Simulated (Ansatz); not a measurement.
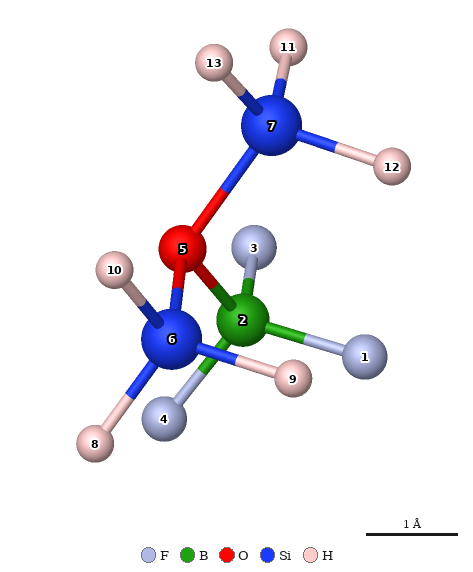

Starting structure of BSi$_{2}$H$_{6}$OF$_{3}$ (coarse preliminary run). A ball-and-stick model, seen from a free direction.

The start comes from a force field.

Level of theory: RKS PBE-D4/def2-SVP (Ansatz).

The input:
```yaml
crystal:
  periodic: [false, false, false]
  atoms:
    - {symbol: F, position_ang: [-1.788000, -0.881000, -0.372500]}
    - {symbol: B, position_ang: [-0.894300, -0.093300, -1.216700]}
    - {symbol: F, position_ang: [-0.554200, -0.915600, -2.373000]}
    - {symbol: F, position_ang: [-1.488300, 1.103600, -1.744300]}
    - {symbol: O, position_ang: [0.342300, 0.307900, -0.479400]}
    - {symbol: Si, position_ang: [-0.111000, 1.288700, 0.909500]}
    - {symbol: Si, position_ang: [1.142500, -1.093200, 0.186100]}
    - {symbol: H, position_ang: [-0.752900, 2.515600, 0.458300]}
    - {symbol: H, position_ang: [-1.002500, 0.543200, 1.852500]}
    - {symbol: H, position_ang: [1.095300, 1.676800, 1.678900]}
    - {symbol: H, position_ang: [1.520000, -1.983900, -0.893200]}
    - {symbol: H, position_ang: [0.234600, -1.825200, 1.101300]}
    - {symbol: H, position_ang: [2.276900, -0.678300, 0.907200]}
basis:
  gaussian: {orbitals: def2-SVP}
hamiltonian: {xc: pbe, dispersion: d4}
relax: {f_tol: 0.03, max_steps: 200}
```

Command:
```bash
ansatz run in.yaml --threads 4 --pin off --events-out ev --progress --plain --max-ram 11315MiB
```

Where does the relaxation end?

Answer. F4 moves most after the best rigid fit: 1.26 Å. By element the largest moves are F 1.26 Å, H 0.89 Å, O 0.54 Å, Si 0.29 Å, B 0.21 Å. Near-neighbour distances that change, for instance: Si6–Si7 2.787 → 3.169 Å, B2–O5 1.495 → 1.708 Å, B2–F3 1.459 → 1.357 Å, Si7–H13 1.407 → 1.500 Å. Bond angles that change, for instance: Si6–O5–Si7 105.3° → 130.4°, F1–B2–O5 111.5° → 101.3°, F3–B2–F4 106.0° → 115.4°. After 17 geometry steps the energy has fallen by 1.361 eV. Largest force component: 4.3 eV/Å at the start, 0.029 eV/Å at the end. Cost: 37 s on 4 threads of Arm Neoverse V1, with other jobs on the host.

The structure at the end:

```xyz
13

F    -1.2517   -1.5698   -1.1398
B    -1.0631   -0.2113   -1.2468
F    -0.4934    0.2078   -2.4052
F    -2.0942    0.5713   -0.7790
O     0.1259    0.0573   -0.0504
Si   -0.0911    1.5429    0.8403
Si    1.0970   -1.3469    0.3106
H    -0.2779    2.6372   -0.1553
H    -1.2344    1.4001    1.7918
H     1.1954    1.7028    1.5957
H     1.5517   -1.9178   -0.9898
H     0.3075   -2.3067    1.1406
H     2.2488   -0.8016    1.1019
```

After the run, drawn alike:

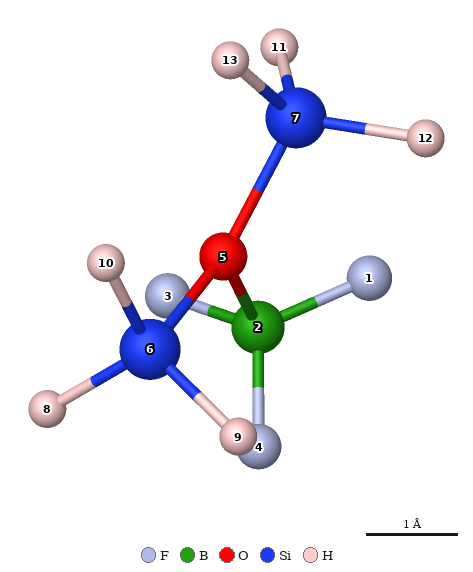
